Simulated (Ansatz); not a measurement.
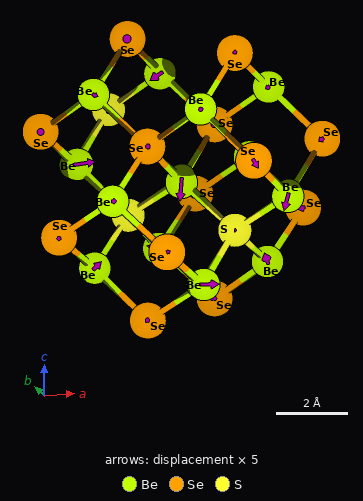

A relaxation of solid Be32Se26S6 (a generated structure, set up in P1). The starting structure is drawn faded, the final one solid; purple arrows show the displacements, 5 times their true length.

A ball-and-stick model of the atoms within 5.0 Å of the atom that moves most (axes of the cell of the calculation), seen slightly off an axis.

Level of theory: DFT, PBEsol, PAW, plane waves (Ansatz 0.2.0). Settings: plane-wave cutoff 420 eV; k-point mesh 1 × 1 × 1; mesh shifted by (0.25, 0.25, 0.25); no spin polarisation; cell relaxed at fixed shape; force threshold 0.03 eV/Å; at most 80 steps.

**What did the optimiser do to the structure, and how much energy did it gain?**

A Be atom moves most: 0.14 Å along −c. By element the largest moves are Be 0.14 Å, Se 0.11 Å, S 0.05 Å. The cell doesn't change. Among the contacts that change: Be–Se 2.126 → 2.227 Å, Be–S 2.219 → 2.125 Å, Be–S 2.195 → 2.104 Å, Be–S 2.191 → 2.128 Å. Bond angles that change, for instance: Se–Be–Se 111.3° → 105.3°, S–Be–S 108.4° → 114.3°, Be–S–Be 108.1° → 113.3°. The space group stays P1 (No. 1). Over 4 geometry steps the energy falls by 1.057 eV per cell of the calculation. Largest force component: 1.2 eV/Å at the start, 0.023 eV/Å at the end. The pressure goes from 0.35 to −0.01 GPa. The run took 4.5 s on 1 × NVIDIA GB200 with 8 threads of Arm Neoverse-V2, peak memory 1.9 GiB.
